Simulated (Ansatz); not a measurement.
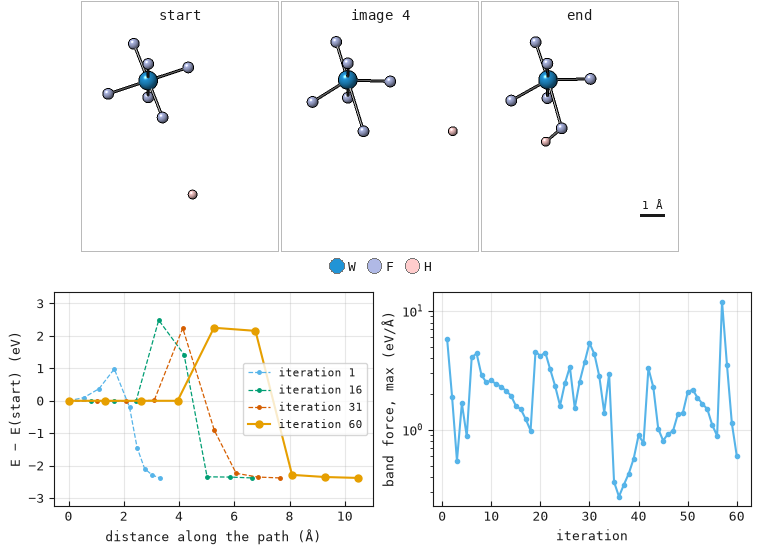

A nudged-elastic-band calculation for WHF$_{6}$ (multiplicity 2), made up at the start of WF6 and H. Images are numbered from 0 (start) to 8 (end). The plot follows the band through its iterations. The picture is a ball-and-stick view, seen from a free direction.

These are results of UHF/def2-SVP in Ansatz 0.2.0, not measurements. Run with 7 movable images; climbing image; force threshold 0.03 eV/Å; iteration limit 60; starting path through a guess of the saddle point.

### How did the profile develop, and is the result final?

The result isn't final. The band hadn't converged when the run stopped after 60 iterations. The largest component of the band force went from 5.8 to 0.6 eV/Å. The barrier read from it is provisional: over the last two iterations the highest image moved from 2.29 eV to 2.25 eV. The first iteration put the highest image at 0.98 eV. Forward barrier 2.25 eV, backward barrier 4.63 eV, with image 4 at the top; the reaction energy is −2.38 eV.

Limits of the set-up: the start holds two separate molecules, 3.8 Å apart at their closest, whose relative position is a soft coordinate and is computed without a dispersion correction; Hartree-Fock leaves out electron correlation.

The run took 16 min on 4 threads of Arm Neoverse V1, on a shared host, peak memory 0.47 GiB.
